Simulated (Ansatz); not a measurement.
## What Ag2Bi (built on the sites of a database entry of YAu2) distorts into

Aim: this structure of Ag2Bi (built on the sites of a database entry of YAu2) is to be tested for unstable modes, and one is followed downhill.

Main program and level: Ansatz 0.2.0; DFT PBEsol, scalar-relativistic, plane waves, PAW.

The structure was built from a prototype and need not be the compound's stable phase.

### Step 1. The starting structure

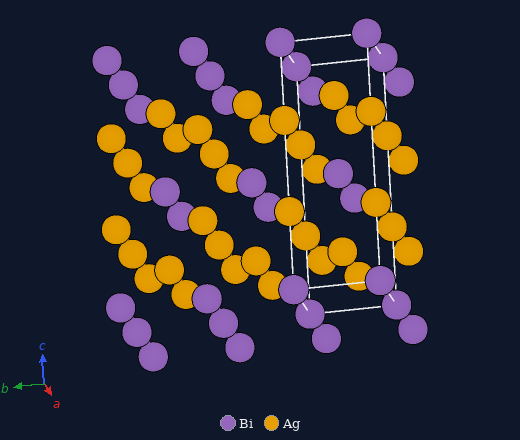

The starting structure, seen from a free direction (bismuth purple, silver orange). 2×3×1 cells are drawn. This picture shows the conventional cell, with its axes. Some periodic images of atoms are drawn too.

### Step 2. The dispersion

The cell comes from relaxations at this level that are not shown. Stability and thermal properties need the whole zone. Linear response on a 2×2×2 q mesh gives force constants as far as a supercell of that size would.

Contents of input.yaml:

```yaml
crystal:
  lattice:
    - [-1.7521753339, 1.7521753339, 5.1442189493]
    - [1.7521753339, -1.7521753339, 5.1442189493]
    - [1.7521753339, 1.7521753339, -5.1442189493]
  atoms:
    - { symbol: Bi, position: [0.0, 0.0, 0.0] }
    - { symbol: Ag, position: [0.6840593265, 0.6840593265, 0.0] }
    - { symbol: Ag, position: [0.3159406735, 0.3159406735, 0.0] }
kpoints:
  mp_grid: { grid: [16, 16, 16] }
hamiltonian:
  xc: pbesol
scf:
  occupations: { method: methfessel_paxton, width: 0.2 }
output:
  eigenvalues: true
phonons:
  method: dfpt
  qmesh: [2, 2, 2]
  temperatures: { t_max: 1000, t_step: 50 }
  qpath:
    path:
      - [[0.0, 0.0, 0.0], [0.0, 0.0, 0.5], [0.25, 0.25, 0.25], [0.0, 0.5, 0.0], [0.0, 0.0, 0.0], [0.5, 0.5, -0.5], [0.27900389, 0.72099611, -0.27900389]]
      - [[-0.27900389, 0.27900389, 0.27900389], [0.0, 0.0, 0.0]]
      - [[0.0, 0.0, 0.5], [-0.05800778, 0.05800778, 0.5]]
      - [[0.5, 0.5, -0.05800778], [0.5, 0.5, -0.5]]
    npoints: 10
```

Launch:

```
$ ansatz run input.yaml --threads 8 --pin off --max-ram 14336MiB --backend cpu --events-out ev --progress --plain --runs-dir out
```

Numbers of over 12 decimals in the logs are rounded to 6 here.

The log of the run:

```text
Engine: ansatz 0.2.0, aarch64-unknown-linux-gnu
Pseudopotentials: kind: paw
Pseudopotential: Bi, paw, valence charge 15, recommended cutoff 420 eV (normal), Bi.paw.azcp
Pseudopotential: Ag, paw, valence charge 19, recommended cutoff 420 eV (normal), Ag.paw.azcp
Functional definition: PBEsol
  exchange = pbesol_x
  correlation = pbesol_c
Crystal: 3 atoms, lattice volume = 63.173 Å³
Basis set: ecut = 420 eV, 1217 PW (Γ), exchange–correlation on 80×80×80 points (8 copies of the dense FFT grid, shifted against one another)
Bands: 32, of which v1, the nominal top of the filled ones, is band 27 counted from 1 (26 counted from 0)
Symmetry: 16 space group operations
k-points: 349 of 4096
Non-local potential: Bi, projectors of the file, l = 0: 2, l = 1: 2, l = 2: 2, l = 3: 2
Non-local potential: Ag, projectors of the file, l = 0: 3, l = 1: 2, l = 2: 2, l = 3: 1
PAW form: soft (Blöchl's): semilocal exchange-correlation on the pseudo side does not see the compensation charge
PAW frozen core: Bi, regenerated for the run's functional, and the local potential with it (the file was generated under x = pbe(κ = 0.804, μ = 0.219515), c = pbe(β = 0.066725))
PAW frozen core: Ag, regenerated for the run's functional, and the local potential with it (the file was generated under x = pbe(κ = 0.804, μ = 0.219515), c = pbe(β = 0.066725))
PAW one-centre angular grid: Bi, 590 points (default); XC on 64 Gauss nodes
PAW one-centre angular grid: Ag, 590 points (default); XC on 64 Gauss nodes
Initial density: superposition of atomic densities (neutral atoms: chi_scale 0, normalization atom), corrected by the library's trained network
Initial wavefunctions: pseudopotential atomic-orbital guess
Functional: x = pbesol(κ = 0.804, μ = 0.123457), c = pbesol(β = 0.046)
SCF iter   1: F=—  HF=-27286.226631 eV  |F-HF|=—  |Δ(HF+E_count)|=         —  Δρ=7.32e-3  dr2=3.28e-2  ethr=1.77e-3  ⟨swp⟩=5.2  Hψ=38507  notcnv=0
preconditioner: auto → Kerker (q_TF=auto, 2.650 Å⁻¹)  [metal: Δε(μ)=0.009 eV  Ē_g=14.252 eV  σ=0.200 eV  W_gap=0.04  n_scr=24 (ndim 8)  ℏωp=28.4 eV  f_vac=0.000  D(μ)=1.02/eV (n_scr^D=2)]
SCF iter   2: F=—  HF=-27286.219393 eV  |F-HF|=—  |Δ(HF+E_count)|=   7.24e-3  S|Δr|=    0.00e0  Δρ=1.83e-3  dr2=1.87e-3  ethr=6.20e-5  ⟨swp⟩=2.0  Hψ=17888  notcnv=0
SCF iter   3: F=—  HF=-27286.218954 eV  |F-HF|=—  |Δ(HF+E_count)|=   4.39e-4  S|Δr|=    0.00e0  Δρ=8.38e-4  dr2=3.18e-4  ethr=3.52e-6  ⟨swp⟩=2.3  Hψ=14374  notcnv=0
SCF iter   4: F=—  HF=-27286.218893 eV  |F-HF|=—  |Δ(HF+E_count)|=   6.13e-5  S|Δr|=    0.00e0  Δρ=1.51e-4  dr2=2.43e-5  ethr=6.00e-7  ⟨swp⟩=2.9  Hψ=22182  notcnv=0
SCF iter   5: F=—  HF=-27286.218894 eV  |F-HF|=—  |Δ(HF+E_count)|=   1.09e-6  S|Δr|=    0.00e0  Δρ=4.16e-5  dr2=2.14e-6  ethr=4.59e-8  ⟨swp⟩=2.7  Hψ=15289  notcnv=0
SCF iter   6: F=—  HF=-27286.218887 eV  |F-HF|=—  |Δ(HF+E_count)|=   6.80e-6  S|Δr|=    0.00e0  Δρ=1.06e-5  dr2=1.12e-7  ethr=4.04e-9  ⟨swp⟩=2.3  Hψ=15527  notcnv=0
SCF iter   7: F=—  HF=-27286.218887 eV  |F-HF|=—  |Δ(HF+E_count)|=   2.13e-8  S|Δr|=    0.00e0  Δρ=3.92e-6  dr2=1.42e-8  ethr=2.11e-10  ⟨swp⟩=2.1  Hψ=16074  notcnv=0
SCF iter   8: F=—  HF=-27286.218887 eV  |F-HF|=—  |Δ(HF+E_count)|=   3.15e-9  S|Δr|=    0.00e0  Δρ=1.04e-6  dr2=7.26e-10  ethr=2.68e-11  ⟨swp⟩=2.0  Hψ=16035  notcnv=0
SCF iter   9: F=—  HF=-27286.218887 eV  |F-HF|=—  |Δ(HF+E_count)|=  1.31e-10  S|Δr|=    0.00e0  Δρ=2.05e-7  dr2=3.85e-11  ethr=1.37e-12  ⟨swp⟩=2.0  Hψ=15161  notcnv=0
SCF iter  10: F=-27286.218887 eV  HF=-27286.218887 eV  |F-HF|=0.00e0  |Δ(HF+E_count)|=  7.28e-12  S|Δr|=    0.00e0  Δρ=6.16e-8  dr2=1.81e-12  ethr=1.00e-12  ⟨swp⟩=9.8  Hψ=63318  notcnv=0
SCF 1 converged in 10 iterations: F = -27286.218887 eV  dr2 = 1.81e-12
  greatest PAW one-centre occupation: 1.001 electrons in one spin orbital (limit 2), on the Ag atom at site 2 (counted from 0), in its partial waves of l = 0
phonons: the bands overlap, so this run is a metal and interpolates without the dipole-dipole term. If the crystal is really an insulator or semiconductor, its LO-TO splitting is missing
NSCF: frozen V_eff on 349 k-points
WARN: eigensolver did not converge (k=12): 1 band(s) unlocked after 20 sweeps at ethr=1.42e-12 eV (storage-precision floor; scheduled 1.00e-12 eV) (lowest unlocked band 31, counted from 0; max residual 1.10e-5 eV among the unlocked bands, 1.10e-5 eV over every band; other slots of this pass that fall short are told together in one closing line; warning suppressed until the next SCF loop or pass starts)
WARN: eigensolver did not converge in 6 slots of this pass, the one above among them; of largest residual over every band (k=82): 1 band(s) unlocked (lowest unlocked band 31, counted from 0; max residual 1.71e-5 eV among the unlocked bands, 1.71e-5 eV over every band); of lowest unlocked band (k=12): band 31
NSCF: frozen V_eff on 621 k-points
DFPT response loops at q = (0, 0, 0) (fractional): preconditioner auto → Kerker (q_TF=auto, 2.650 Å⁻¹) (partly filled bands, converged f_vac=0.000); β = 1.00, the filter's whole step (`scf.mixing.beta` (0.50) is not read by the response loops under this deck's `scf.mixing.preconditioner`; to damp them name `kerker` or `kerker_dos`, under which they read `scf.mixing.beta`, and type it under 1.00, their step now; both keys bind the ground state too); Broyden in place of MSR1
NSCF: frozen V_eff on 2196 k-points
DFPT response loops at q = (0, 0, -0.5) (fractional): mixed as the last ones told, above
NSCF: frozen V_eff on 2196 k-points
DFPT response loops at q = (0, -0.5, 0) (fractional): mixed as the last ones told, above
NSCF: frozen V_eff on 1242 k-points
DFPT response loops at q = (-0.5, -0.5, -0.5) (fractional): mixed as the last ones told, above
SCF converged after 10 iterations
Stability not checked: this state was not tested for a lower state beside it, because cold or Methfessel-Paxton smearing, or corrected tetrahedra, fill the levels in a way that the test cannot read (fill_not_monotonic; see scf.lower_state_search)
Free energy (F): -27286.218887 eV
Harris-Foulkes:  -27286.218887 eV  (|F-HF|=0.00e0)
Internal energy: -27286.218327 eV  (E = F + TS)
E sigma→0 (E₀):  -27286.218747 eV
Entropy (-TS):   -0.000560 eV (-0.187 meV/atom)
Fermi energy:    15.236374 eV
--- Per-component energies (eV) ---
  E_band       = -584.426516
  E_kinetic    = 1358.061705
  E_local      = -6391.414849  (includes V_loc(G=0)·N_el)
  E_nonlocal   = 727.906506
  E_hartree    = 2722.445529
  E_xc         = -518.058725
  E_vxc        = -613.351353  (∫ρ·V_xc dr)
  E_paw        = -18179.075139  (= ΣΔE_a)
  E_vpaw       = -1110.519785  (= ΣTr[D̂ρ^β])
  E_aug_tail   = 0.000122  (compensation charges beyond the density's cutoff)
  E_ewald      = -7006.818705
  E_core_change = 0.735230  (= ΣΔE_core)
  E_smearing   = -0.000560  (= −TS)
  E_closure    = 0.000000  (closes the sum)
  Σ components = -27286.218887   (vs F -27286.218887, Δ=0.00e0)
--- Band table (eV; the first three rows and the last of 349) ---
  k-point 0: bands = [... 23 lower, 11.7548, 12.4601, 12.7362, 17.9654, 17.9654, 19.9897, 21.6389, 21.6389, ... 1 higher]
  k-point 1: bands = [... 23 lower, 11.7487, 12.5209, 12.8365, 17.1320, 17.6000, 20.7815, 20.9838, 21.2374, ... 1 higher]
  k-point 2: bands = [... 23 lower, 11.6994, 12.7228, 13.1642, 15.9435, 16.8283, 19.6768, 20.3509, 22.6265, ... 1 higher]
  k-point 348: bands = [... 23 lower, 11.2557, 11.7614, 16.7413, 16.7413, 18.2543, 18.4755, 22.4645, 23.7194, ... 1 higher]
--- Phonons (Γ-DFPT): 4 representative perturbations + reference (Σ response iterations 12) ---
  ASR residual: 4.740e-5 → 0.000e0 eV/Å²; symmetrization residual: 4.472e-5 eV/Å²
  ASR residual per site (eV/Å²): 4.74e-5 3.02e-5 3.02e-5
  Γ frequencies (cm⁻¹): 0.00 0.00 0.00 59.18 59.18 97.30 106.00 125.36 125.36
--- Phonons (arbitrary-q DFPT): 4 irreducible q on the 2×2×2 mesh ---
  q = [0.0000, 0.0000, 0.0000] (star 1, of the zone-centre solve; hermiticity 2.42e-5, symmetrization 6.63e-13): -0.00 -0.00 0.00 59.18 59.18 97.30 106.00 125.36 125.36
  q = [0.0000, 0.0000, -0.5000] (star 2, 4 solved perturbations in 3438 linear systems a pass and spin channel, the states on 1098 of 4096 k-point pairs; hermiticity 1.74e-5, symmetrization 1.22e-6): -32.91 27.81 51.82 60.54 81.46 84.50 90.75 129.42 134.18
  q = [0.0000, -0.5000, 0.0000] (star 4, 6 solved perturbations on 1098 of 4096 k-point pairs; hermiticity 1.23e-5, symmetrization 2.87e-6): -18.47 49.12 49.72 50.26 92.00 92.29 97.33 123.12 125.48
  q = [-0.5000, -0.5000, -0.5000] (star 1, 4 solved perturbations in 1940 linear systems a pass and spin channel, the states on 621 of 4096 k-point pairs; hermiticity 1.64e-5, symmetrization 3.29e-6): 41.57 41.57 47.71 47.71 71.44 73.83 102.27 122.86 122.86
  sum rule: each row above includes the acoustic sum rule's correction from the zone centre's row sums; it moved no ω² by more than (0.28 cm⁻¹)²
  mesh force constants: q→R imaginary residual 1.27e-17; ASR residual 4.740e-5 → 0.000e0 eV/Å²; symmetrization residual 8.882e-16 eV/Å²
  interpolated dispersion: 94 rows × 9 modes
  density of states and harmonic sums: on the 20×20×26 q-mesh, interpolated from the force constants of a 2×2×2 supercell (no non-analytic term)
  largest difference from the sums on the solved wave vectors: F 3.09e-1 eV, S 3.91e-4 and C_V 8.27e-5 eV/K
  zero-point energy: 0.041653 eV/cell   skipped modes (ω ≤ 0): 485, of them read as no rigid motion or as one in doubt: 482 (1.771e-1 modes/cell left out, lowest -32.91 cm⁻¹)   left out of the sums: 1.97e-2 of the cell's modes: C_V's classical limit lies that fraction below 3 k_B per atom; for a crystal, a wire or a layer, F and S can be off by more, and a phonons.interpolated_qmesh denser along its periods is the remedy for the sampling
```

The job ended after 8.7 min (8 threads of Arm Neoverse V2, shared host; peak memory 5.2 GiB; 68 min of CPU time).

Reading the cycles: dr2 is the Hartree energy of the density residual (eV), the measure of convergence; HF is the Harris–Foulkes estimate of the energy, which meets the free energy F at convergence.

Numbers from this step:

```yaml
volume_per_atom: 21.06 Å³
gap_on_the_k_mesh: 0 eV
sum_rule_residual_before_enforcement: 4.74e-5 eV/Å²
lowest_frequency_on_the_path: -32.91 cm⁻¹
point_group: 4/mmm
highest_frequency_on_the_path_or_at_a_solved_wavevector: 134.2 cm⁻¹
highest_optical_mode_at_the_zone_centre_no_lo_to_term: 125.4 cm⁻¹
lowest_optical_zone_centre_mode: 59.18 cm⁻¹
lowest_mode_on_the_q_mesh_acoustic_modes_at_gamma_apart: -32.91 cm⁻¹
```

Frequencies (cm⁻¹) solved at each irreducible wavevector; negative means imaginary. Frequencies by wavevector, by row:

```csv
q in reciprocal lattice units,star,mode 1,mode 2,mode 3,mode 4,mode 5,mode 6,mode 7,mode 8,mode 9
0 0 0,1,0,0,0,59.2,59.2,97.3,106,125.4,125.4
0 0 -0.5,2,-32.9,27.8,51.8,60.5,81.5,84.5,90.8,129.4,134.2
0 -0.5 0,4,-18.5,49.1,49.7,50.3,92,92.3,97.3,123.1,125.5
-0.5 -0.5 -0.5,1,41.6,41.6,47.7,47.7,71.4,73.8,102.3,122.9,122.9
```

Interpolated from a 2×2×2 q mesh, rough between the solved points. The phonon branches at the labelled points (cm⁻¹):

```csv
point,branch 1,branch 2,branch 3,branch 4,branch 5,branch 6,branch 7,branch 8,branch 9
Γ,0,0,0,59,59,97,106,125,125
X,-33,28,52,60,82,84,91,129,134
P,-19,-19,52,74,74,80,92,132,132
N,-18,49,50,50,92,92,97,123,126
Γ,0,0,0,59,59,97,106,125,125
M,42,42,48,48,71,74,102,123,123
S,10,18,50,67,86,92,103,123,124
jump to S0,10,18,50,67,86,92,103,123,124
Γ,0,0,0,59,59,97,106,125,125
jump to X,-33,28,52,60,82,84,91,129,134
R,-26,28,52,61,78,80,96,129,134
jump to G′,-26,28,52,61,78,80,96,129,134
M,42,42,48,48,71,74,102,123,123
```

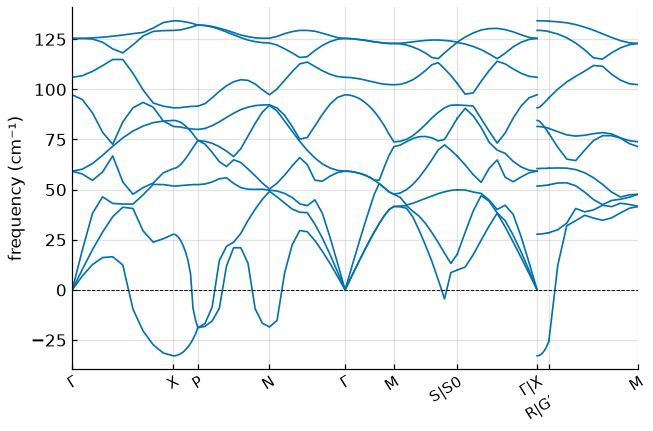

Phonon branches along the path.

Symmetry leaves 4 wavevectors to solve. The lowest mode among them, the acoustic zeros apart, lies at q = (0, 0, -0.5) and is imaginary, 32.9i cm⁻¹, so the energy falls along it.

### Step 3. The mode frozen in, largest atomic shift 0 Å

The mode followed lies at q = (0, -0.5, 0) with frequency 18.5i cm⁻¹, one of the unstable modes though not the softest. At small amplitude the distorted cell has space group no. 12 by a symmetry search on the positions. The undistorted cell that holds it gives the zero of energy on the same k mesh.

System of this step: Ag2Bi (built on the sites of a database entry of YAu2). The structure is tetragonal, space group I4/mmm (No. 139). The conventional cell has a = 3.504 Å, b = 3.504 Å, c = 10.288 Å, α = 90.00°, β = 90.00°, γ = 90.00°. Bi has 10 Ag at 3.12 to 3.25 Å nearest. Nearest to Ag lie 4 Ag at 2.83 Å and 5 Bi at 3.12 to 3.25 Å. Farther neighbours are not listed.

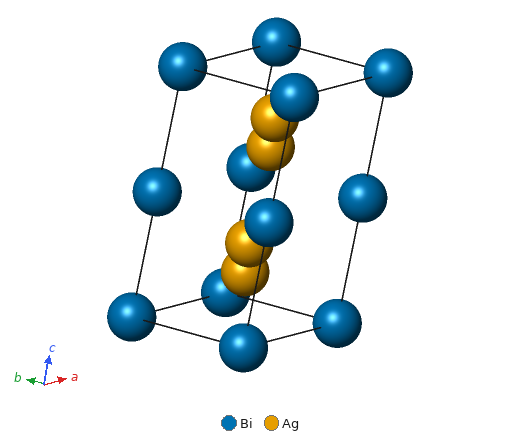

The cell of this step (bismuth blue, silver orange). Some periodic images of atoms are drawn too.

Contents of input.yaml:

```yaml
crystal:
  lattice:
    - [0.0, 3.5043506677, 0.0]
    - [-1.7521753339, 1.7521753339, 5.1442189493]
    - [7.0087013355, 0.0, 0.0]
  atoms:
    - { symbol: Bi, position: [0.0, 0.0, 0.0] }
    - { symbol: Bi, position: [0.0, 0.0, 0.5] }
    - { symbol: Ag, position: [0.3159406735, 0.368118653, 0.3420296633] }
    - { symbol: Ag, position: [0.3159406735, 0.368118653, 0.8420296633] }
    - { symbol: Ag, position: [0.6840593265, 0.631881347, 0.1579703367] }
    - { symbol: Ag, position: [0.6840593265, 0.631881347, 0.6579703367] }
kpoints:
  mp_grid: { grid: [10, 10, 6] }
hamiltonian:
  xc: pbesol
scf:
  occupations: { method: methfessel_paxton, width: 0.2 }
output:
  forces: true
  stress: true
  eigenvalues: true
```

The log of the run:

```text
[...]
Crystal: 6 atoms, lattice volume = 126.347 Å³
Basis set: ecut = 420 eV, 2451 PW (Γ), exchange–correlation on 48×80×96 points (8 copies of the dense FFT grid, shifted against one another)
Bands: 64, of which v1, the nominal top of the filled ones, is band 53 counted from 1 (52 counted from 0)
Symmetry: 8 space group operations
[...]
k-points: 172 of 600
[...]
k-point 0: bands = [... 49 lower, 12.4105, 12.4640, 12.7352, 14.6424, 17.9555, 17.9614, 19.0640, 19.2651, ... 7 higher]
  k-point 1: bands = [... 49 lower, 12.3054, 12.3071, 13.0716, 14.9250, 16.9181, 17.9832, 17.9886, 18.9210, ... 7 higher]
  k-point 2: bands = [... 49 lower, 12.1632, 12.6315, 13.6706, 15.3091, 15.3981, 17.1260, 18.0770, 18.6014, ... 7 higher]
  k-point 171: bands = [... 49 lower, 12.4060, 12.5678, 13.4808, 15.3158, 15.6123, 16.3104, 17.0771, 17.5061, ... 7 higher]
[key lines of the parts left out:]
SCF converged after 7 iterations
Free energy (F): -54572.431568 eV
Fermi energy:    15.276633 eV
P = ⅓ Tr σ = -0.0635 GPa (-0.635 kbar)
```

The job ended after 7.5 s (8 threads; peak memory 1.2 GiB; 58 s of CPU time).

This step gave:

```yaml
pressure: -0.06352 GPa
energy_from_the_undistorted_cell: 0 meV/atom
```

The run ends at a pressure of -0.06 GPa, with forces up to 0.016 eV/Å.

### Step 4. The mode frozen in, largest atomic shift 0.14 Å

The atoms are moved along the unstable eigenvector, the largest shift by 0.14 Å, with the cell fixed.

input.yaml, the sections that differ from step 3:

```yaml
crystal:
  lattice:
    - [0.0, 3.5043506677, 0.0]
    - [-1.7521753339, 1.7521753339, 5.1442189493]
    - [7.0087013355, 0.0, 0.0]
  atoms:
    - { symbol: Bi, position: [0.0052778584, -0.0105557168, -0.0112527748] }
    - { symbol: Bi, position: [-0.0052778584, 0.0105557168, 0.5112527748] }
    - { symbol: Ag, position: [0.3259513539, 0.3480972922, 0.3234944107] }
    - { symbol: Ag, position: [0.3059299931, 0.3881400139, 0.8605649158] }
    - { symbol: Ag, position: [0.6740486461, 0.6519027078, 0.1765055893] }
    - { symbol: Ag, position: [0.6940700069, 0.6118599861, 0.6394350842] }
# kpoints, hamiltonian, scf, output: as in step 3
```

The log of the run:

```text
[...]
Crystal: 6 atoms, lattice volume = 126.347 Å³
Basis set: ecut = 420 eV, 2451 PW (Γ), exchange–correlation on 48×80×96 points (8 copies of the dense FFT grid, shifted against one another)
Bands: 64, of which v1, the nominal top of the filled ones, is band 53 counted from 1 (52 counted from 0)
Symmetry: 4 space group operations
[...]
k-points: 172 of 600
[...]
k-point 0: bands = [... 49 lower, 12.3770, 12.4923, 12.7324, 14.6309, 17.9499, 17.9684, 19.0809, 19.3966, ... 7 higher]
  k-point 1: bands = [... 49 lower, 12.3019, 12.3206, 13.0522, 14.9055, 16.9308, 17.9721, 18.0132, 18.9351, ... 7 higher]
  k-point 2: bands = [... 49 lower, 12.2273, 12.5732, 13.6145, 15.2171, 15.4837, 17.1740, 18.0666, 18.6112, ... 7 higher]
  k-point 171: bands = [... 49 lower, 12.3411, 12.6357, 13.4692, 15.3290, 15.6162, 16.3052, 17.0382, 17.5168, ... 7 higher]
[key lines of the parts left out:]
SCF converged after 7 iterations
Free energy (F): -54572.437131 eV
Fermi energy:    15.281989 eV
P = ⅓ Tr σ = -0.0147 GPa (-0.147 kbar)
```

Run time: 8.3 s. Hardware: 8 threads; peak memory 1.3 GiB; 63 s of CPU time.

Numbers from this step:

```yaml
pressure: -0.01468 GPa
energy_from_the_undistorted_cell: -0.934 meV/atom
```

The energy, extrapolated to zero smearing, is -0.93 meV/atom against the undistorted cell.

The run ends at a pressure of -0.01 GPa, with forces up to 0.034 eV/Å.

### Step 5. Energy along the mode, all amplitudes (two of the runs are shown above)

An imaginary frequency means negative curvature, so the energy should fall and then rise again as anharmonic terms take over.

Numbers from this step:

```yaml
depth_at_the_lowest_point_sampled: 0.934 meV/atom
largest_atomic_shift_at_that_point: 0.14 Å
```

Table of energy from the parent by largest atomic shift:

```csv
largest atomic shift (Å),energy from the parent (meV/atom)
0.000,0
0.040,-0.115
0.080,-0.416
0.140,-0.934
0.220,-0.701
0.320,4.04
```

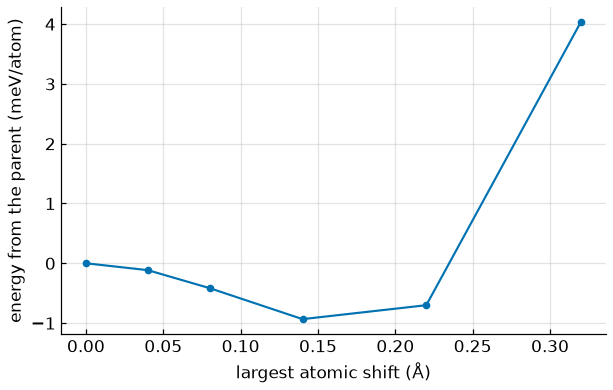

Energy from the parent against largest atomic shift.

Displacement at unit largest shift by atom:

```csv
atom,x (Å),y (Å),z (Å),size
Bi1,-0.43,0.00,-0.39,0.58
Bi2,0.43,0.00,0.39,0.58
Ag3,-0.68,0.00,-0.74,1.00
Ag4,0.68,0.00,0.74,1.00
Ag5,0.68,0.00,0.74,1.00
Ag6,-0.68,0.00,-0.74,1.00
```

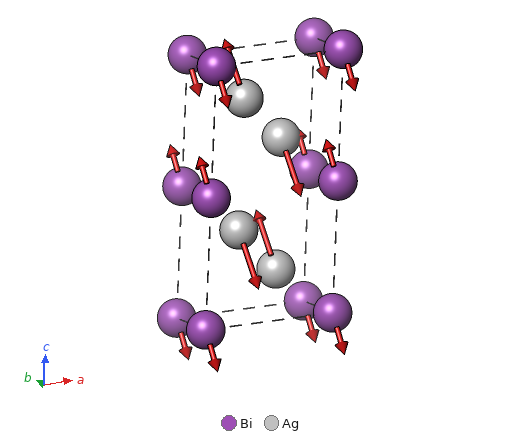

Displacement at unit largest shift as arrows, the longest 1.00 Å. Some periodic images of atoms are drawn too.

The lowest of the steps tried is at 0.14 Å, 0.934 meV/atom below the parent; the bottom of the well need not coincide with a step.

(Part 1 of 3 ends here.)

[Logs are printed without paths, hosts, clocks, repeated set-up lines and the standing remarks that a program may print on its own settings, such as how far it seeks lower states.]

[Hosts, paths, dates, database ids (printed as entryN), source tags and the programs' standing remarks are cut or masked in the printed files.]
